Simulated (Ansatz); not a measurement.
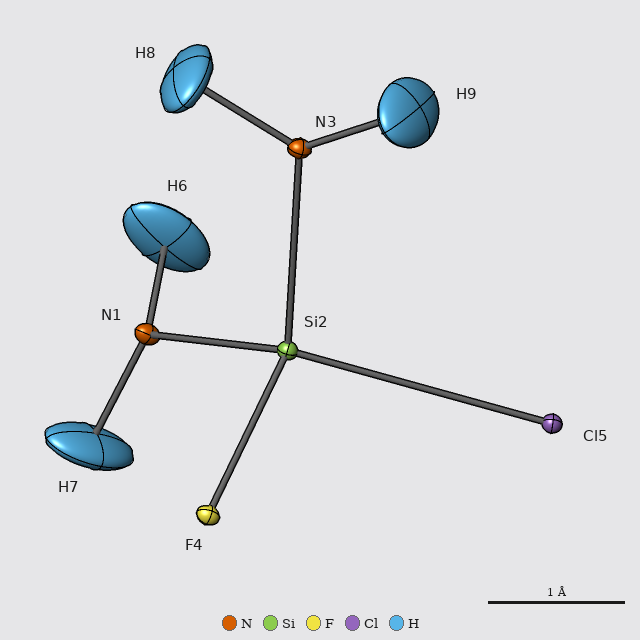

Displacement ellipsoids at the 50 % level, from the internal vibrations of the free molecule (harmonic, no overall translation or rotation; no half-axis is drawn under 0.075 Å). Vibrations computed with RKS PBE0-D4/def2-TZVP (Ansatz 0.2.0). Temperature: 200 K.

**Which atom moves most?**

H8, with U_eq = 0.0315 Å².

**Does H6 move more along its bond or across it?**

Across it: the root-mean-square amplitude is 0.078 Å along the bond and up to 0.251 Å across, since bending and torsion are softer than stretching.

Give the displacement parameters, one line for each set of equivalent atoms.

```
atom  U_eq (Å²)   rms amplitudes (Å)
  N1     0.0026  0.039, 0.045, 0.066
 Si2    0.00094  0.029, 0.031, 0.032
  N3     0.0027  0.039, 0.054, 0.059
  F4     0.0022  0.036, 0.045, 0.058
 Cl5    0.00085  0.028, 0.029, 0.031
  H6     0.0313  0.077, 0.157, 0.251
  H7     0.0306  0.078, 0.154, 0.249
  H8     0.0315  0.084, 0.158, 0.250
  H9     0.0306  0.079, 0.161, 0.245
```
